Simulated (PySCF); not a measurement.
Coordinates of C₁₀H₉N, SMILES c1ccc(-n2cccc2)cc1 (Å):

```xyz
20

C     -3.8453     0.2319    -0.7194
C     -3.2059     0.7173     0.4203
C     -1.8181     0.8151     0.4654
C     -1.0545     0.4433    -0.6463
N      0.3493     0.5487    -0.6096
C      1.2336    -0.3143    -1.2155
C      2.5116     0.1190    -0.9507
C      2.4020     1.2959    -0.1578
C      1.0615     1.5321     0.0380
C     -1.6947    -0.0347    -1.7948
C     -3.0819    -0.1468    -1.8228
H     -4.9339     0.1495    -0.7479
H     -3.7921     1.0099     1.2946
H     -1.3181     1.1595     1.3723
H      0.8768    -1.1933    -1.7463
H      3.4279    -0.3658    -1.2815
H      3.2170     1.9110     0.2186
H      0.5502     2.3457     0.5462
H     -1.1018    -0.2966    -2.6729
H     -3.5711    -0.5205    -2.7253
```

Simulated rotational absorption lines between 2 and 8 GHz at 5 K: rigid rotor with the equilibrium constants and dipole of one optimised conformer (PBE0-D3(BJ)/def2-SVP, PySCF 2.14.0), commonest isotopes; no centrifugal distortion, hyperfine structure, internal rotation or nuclear-spin weights; lines within 1 MHz of each other are summed. Lines of different type are drawn apart.

### What are the rotational constants, and what kind of rotor is it?

Rotational constants A, B, C = 3.521, 0.7054, 0.6052 GHz; Ray's κ = −0.93, a near-prolate asymmetric top.

### Which dipole components drive the lines?

|μa|, |μb|, |μc| = 1.55, 0.00, 0.00 D; a-type lines carry 100 % of the intensity in this range.

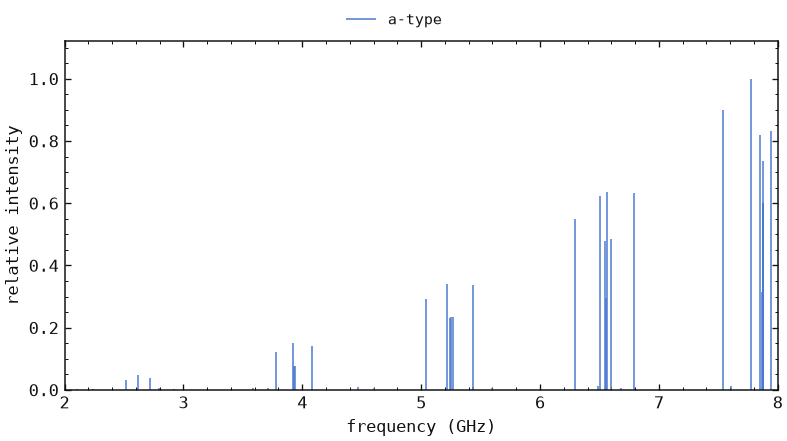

Known limits of this run: coarse grid, loose stop and no frequency check, small forces are noise and the end may be a saddle.
